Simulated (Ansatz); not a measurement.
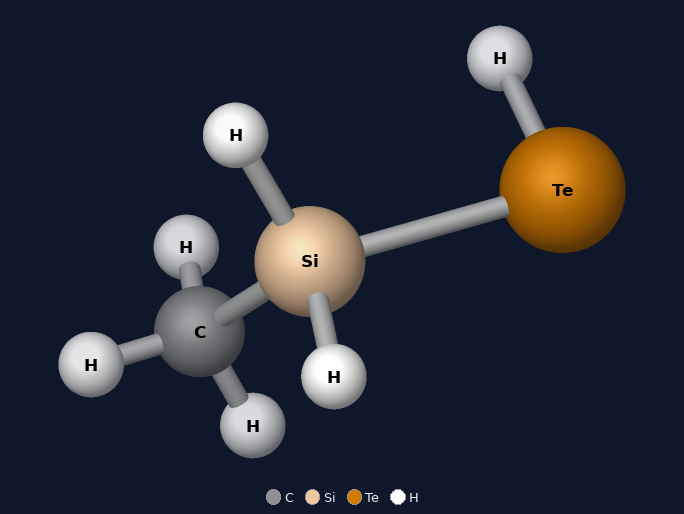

A ball-and-stick model of a molecule.

Computed geometry: PBE0-D4/def2-TZVP optimisation.

Description:

The molecule is CH6SiTe. Its SMILES string is `C[SiH2][TeH]`. It has no ring. Among its groups: Si–H bond. The point group is C1. Coordination: 1 C tetrahedral; 1 Si tetrahedral; 1 Te bent.

The parts below concern this one geometry. Atoms keep their numbers from picture to picture.

Vibrations

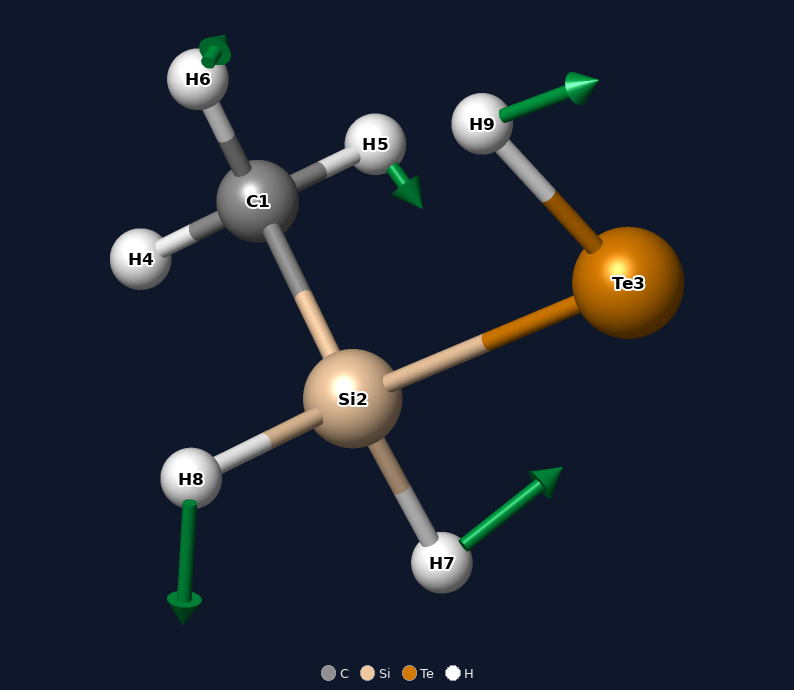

The arrows show one normal mode. Harmonic vibrations computed with RKS PBE0-D4/def2-TZVP, core potentials on Te (Ansatz 0.2.0) at a stationary point of the same level.

> What kind of motion is it?

Mostly angle bending.

> At what wavenumber does it lie?

413 cm⁻¹; it is mode 5 of 21 counted from the lowest.

Levels of theory compared

Program: Ansatz 0.2.0.

Tabulate dipole (D), HOMO–LUMO gap (eV), HOMO energy (eV) at these levels: B3LYP-D4/def2-TZVPP; PBE-D4/def2-TZVPP; r2SCAN-D4/def2-TZVPP; ωB97M-V/def2-TZVPP.

| level | dipole (D) | HOMO–LUMO gap (eV) | HOMO energy (eV) |
| --- | --- | --- | --- |
| B3LYP-D4/def2-TZVPP | 1.37 | 5.46 | −6.18 |
| PBE-D4/def2-TZVPP | 1.37 | 4.08 | −5.38 |
| r2SCAN-D4/def2-TZVPP | 1.46 | 4.55 | −5.62 |
| ωB97M-V/def2-TZVPP | 1.45 | 9.79 | −8.48 |

Charges

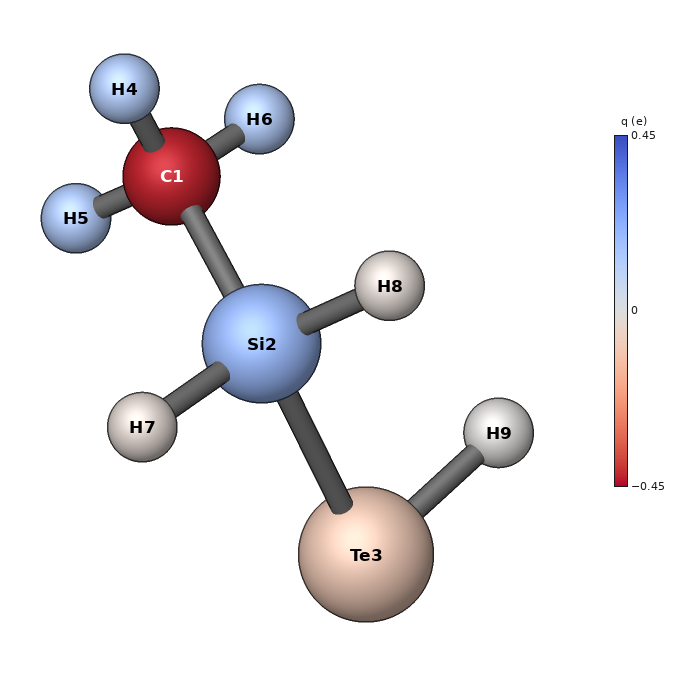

Atoms are coloured by their Mulliken charges. Level of theory: RKS ωB97M-V/def2-TZVPP, core potentials on Te (Ansatz 0.2.0).

Give the Mulliken charges atom by atom.

```json
{"atom": "C1", "value (e)": "−0.42"}
{"atom": "Si2", "value (e)": "0.18"}
{"atom": "Te3", "value (e)": "−0.08"}
{"atom": "H4", "value (e)": "0.12"}
{"atom": "H5", "value (e)": "0.13"}
{"atom": "H6", "value (e)": "0.12"}
{"atom": "H7", "value (e)": "−0.02"}
{"atom": "H8", "value (e)": "−0.02"}
{"atom": "H9", "value (e)": "−0.01"}
```

Mulliken values depend strongly on the basis set and can even reverse the polarity of a bond.
